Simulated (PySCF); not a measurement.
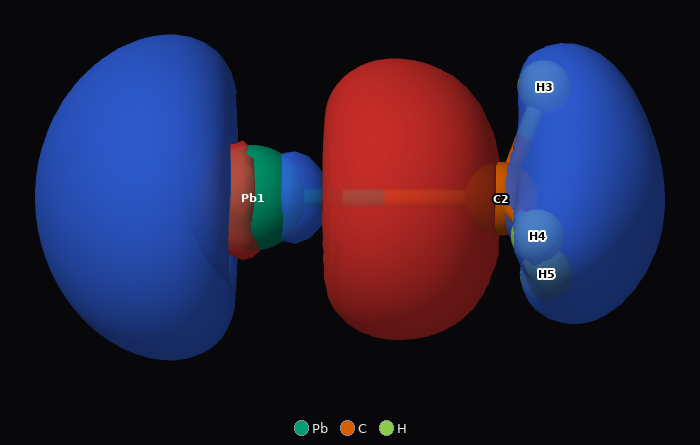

CH₃Pb (charge +1). One frontier orbital at ±0.1 Å⁻³ᐟ² (red and blue are the two phases), seen across its widest extent.

Core potentials replace the inner electrons of Pb.

These are results of PySCF 2.14.0, RKS B3LYP, Pb def2-SVP with ECP60, C def2-SVP, H def2-SVP; non-relativistic Hamiltonian with scalar-relativistic core potentials where named; density fitting, not measurements.

```xyz
5

Pb    0.0000    0.0000   -0.0458
C     0.0000    0.0000    2.2142
H    -1.0384    0.0000    2.5903
H     0.5192   -0.8993    2.5903
H     0.5192    0.8993    2.5903
```

Which orbital is it: HOMO or LUMO?

Answer. The HOMO, at −12.38 eV. Its weight (Hirshfeld) is mainly on Pb1 (about 50 %) and C2 (about 40 %).
